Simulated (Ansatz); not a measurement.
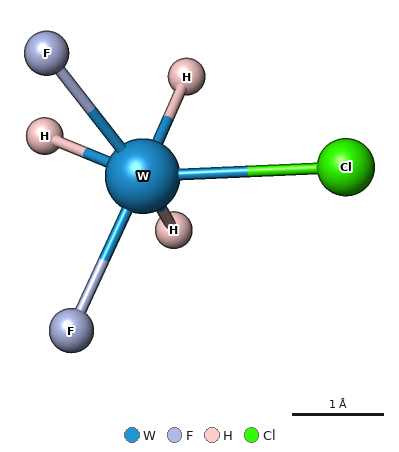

WH₃ClF₂, before the relaxation. The picture is a ball-and-stick view, seen face on.

The run prepares an end point of a later path (reaction) calculation, from a guessed geometry.

The calculation used Ansatz, RKS PBE/def2-SVP.

The input:
```yaml
crystal:
  periodic: [false, false, false]
  atoms:
    - { symbol: W, position_ang: [-0.140147, 0.281729, 0.379796] }
    - { symbol: F, position_ang: [0.605138, -0.151905, 2.03079] }
    - { symbol: H, position_ang: [1.442811, -0.254177, 0.066077] }
    - { symbol: F, position_ang: [0.306172, 2.010087, -0.225222] }
    - { symbol: Cl, position_ang: [-2.291137, -0.399094, -0.014723] }
    - { symbol: H, position_ang: [0.12213, -1.322913, -0.065307] }
    - { symbol: H, position_ang: [0.224633, -0.033727, -1.231911] }
basis:
  gaussian: { orbitals: def2-SVP }
hamiltonian:
  xc: pbe
relax:
  f_tol: 0.03
  max_steps: 50
output:
  orbitals: {}
```

Run as
```bash
ansatz run input.yaml --threads 2 --pin off --max-ram 3072MiB --backend cpu --events-out ev --progress --plain --runs-dir out
```

**What does the optimiser find from here?**

The atom that moves furthest after the best rigid fit is H3 (0.21 Å). By element the largest moves are H 0.21 Å, F 0.12 Å, Cl 0.07 Å, W 0.03 Å. Some distances before and after: W1–H3 1.700 → 1.679 Å, W1–F2 1.863 → 1.884 Å, W1–Cl5 2.290 → 2.286 Å. Bond angles that change, for instance: F2–W1–H3 73.6° → 83.5°, H3–W1–F4 90.5° → 83.7°, Cl5–W1–H7 89.0° → 83.0°. The energy falls by 1.64 kcal/mol in 4 accepted moves (5 points after the start). Largest force component: 0.8 eV/Å at the start, 0.0062 eV/Å at the end. The line search rejected the trial step at point 2 of the run. The run took 15 s on 2 threads of Arm Neoverse V1, on a shared host, peak memory 0.13 GiB.

Final geometry:

```xyz
7

W    -0.1252    0.2828    0.4002
F     0.5280   -0.2162    2.0955
H     1.4186   -0.1375   -0.1086
F     0.3702    1.9989   -0.1994
Cl   -2.2669   -0.3616   -0.0732
H     0.2143   -1.3261    0.0415
H     0.1305   -0.1102   -1.2164
```

The end point in the same view:

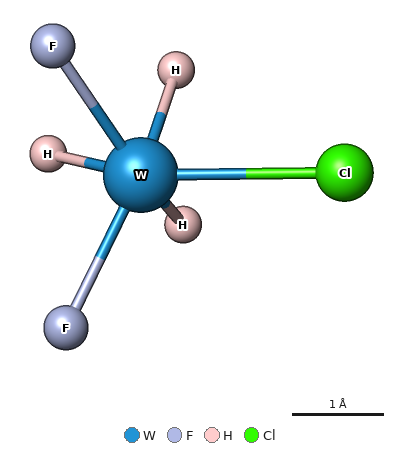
